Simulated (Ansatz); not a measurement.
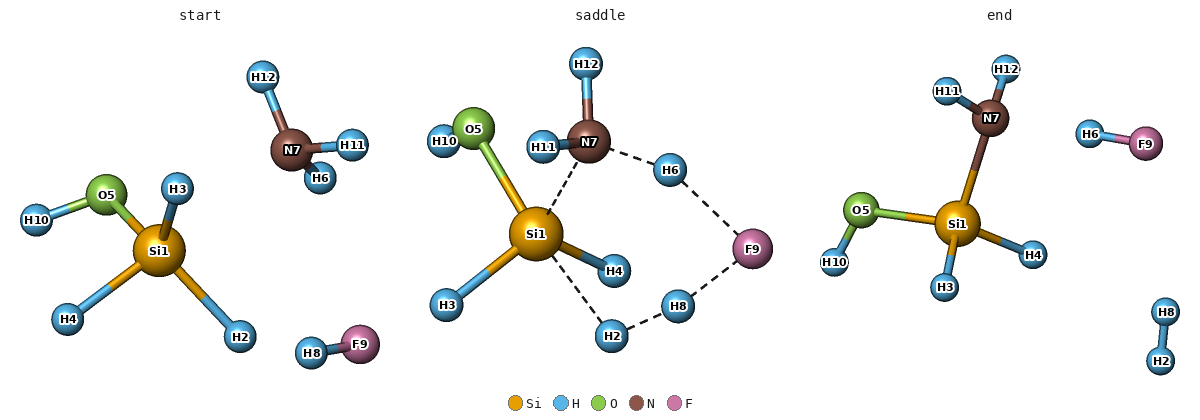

One elementary step of SiNH₈OF: start, first-order saddle point (changing pairs dashed) and end. Electronic energies at PBE0-D4/def2-TZVP geometries, energies in def2-TZVPP, the Ansatz code; cores frozen in correlated methods, no zero-point terms. Start and end are the structures at the ends of the path (complexes, where there are several molecules). The limit is the MP2 basis limit plus CCSD(T) less MP2 in triple zeta. Lines between the levels only guide the eye.

In the step H2–H8 (1.54 → 0.95 → 0.75 Å) and H6–F9 (2.23 → 1.42 → 0.96 Å) form; Si1–H2 (1.51 → 1.88 → 3.83 Å), H6–N7 (1.02 → 1.09 → 1.69 Å) and H8–F9 (0.94 → 1.23 → 2.49 Å) break; Si1–N7 (2.24 → 1.86 → 1.74 Å) closes from a weak contact (lengths at start, saddle and end; changes of bond order aren't listed).

Is the step uphill or downhill with PBE-QIDH?

Downhill by 12.5 kcal/mol in electronic energy, over a barrier of 20.0 kcal/mol.

Give the barriers and step energies (kcal/mol). Levels: PBE-QIDH, RPA on PBE and CCSD(T) at the basis limit.

```csv
level,barrier,reverse barrier,step energy
PBE-QIDH,20.0,32.5,−12.5
RPA on PBE,22.6,35.4,−12.8
CCSD(T) at the basis limit,21.1,35.0,−13.9
```

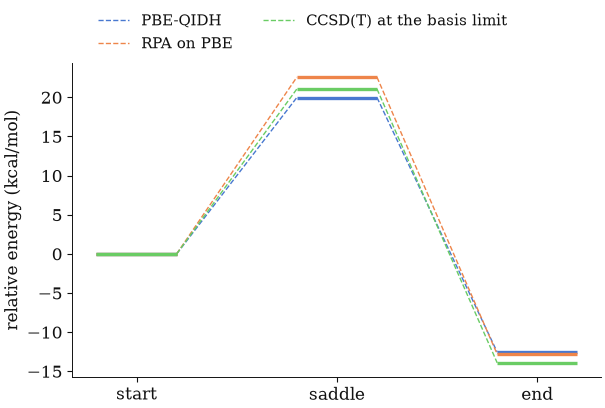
